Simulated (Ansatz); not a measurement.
ScTi₃N₃

```
Sc Ti N
1.0
     2.92404    0.00000    0.00000
     0.00000    2.92404    0.00000
     0.00000    0.00000    8.20971
Sc Ti N
1 3 3
Cartesian
  0.0000 0.0000 0.0000
  1.4620 1.4620 6.1717
  0.0000 0.0000 4.1049
  1.4620 1.4620 2.0380
  0.0000 0.0000 6.0712
  1.4620 1.4620 0.0000
  0.0000 0.0000 2.1385
```

Space group P4/mmm; a generated structure, not necessarily the stable one; changed on purpose from its base cell (volume × 0.88, shape and atoms relaxed); computed pressure about 35 GPa in this cell; computed without spin polarisation.

These are results of Ansatz 0.2.0, DFT PBE, scalar-relativistic, plane waves, PAW, not measurements.

Question: What can the converged valence pseudo-density and electron localisation function tell about the bonding?

Answer: Ti–N (1.97 Å): ρ is about 0.73 e/Å³ halfway; the ELF peaks at about 0.80 in the valence shell of N, 0.6 Å from its nucleus, and is about 0.20 at the midpoint: no localised pair shows between them.
Ti–Ti (2.92 Å): ρ is about 0.21 e/Å³ halfway; the ELF is about 0.35 at the midpoint.
Sc–N (2.14 Å): ρ at the midpoint is about 0.48 e/Å³; the ELF peaks at about 0.80 in the valence shell of N, 0.6 Å from its nucleus, and is about 0.15 at the midpoint: no shared electron pair shows on this line.

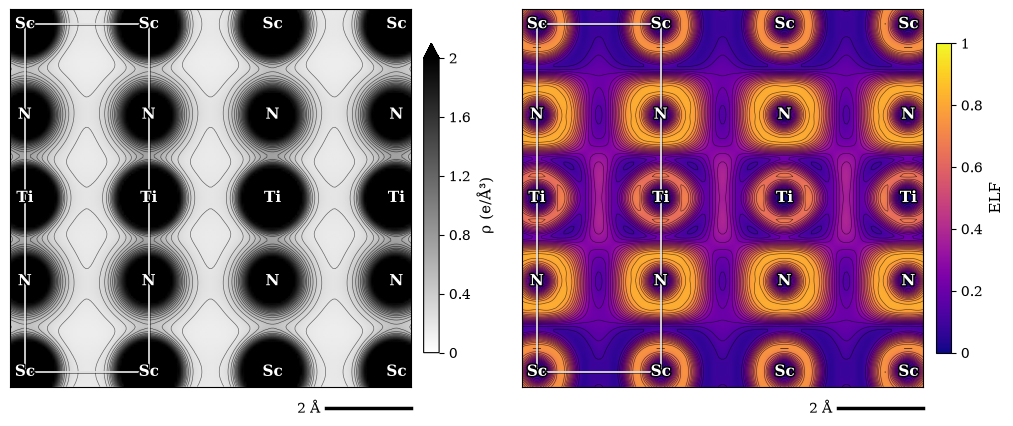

Computed valence pseudo-density and electron localisation function on the (100) plane of the conventional cell, in this order. 

In a PAW calculation such maps are meaningful between the atoms, not at the nuclei.
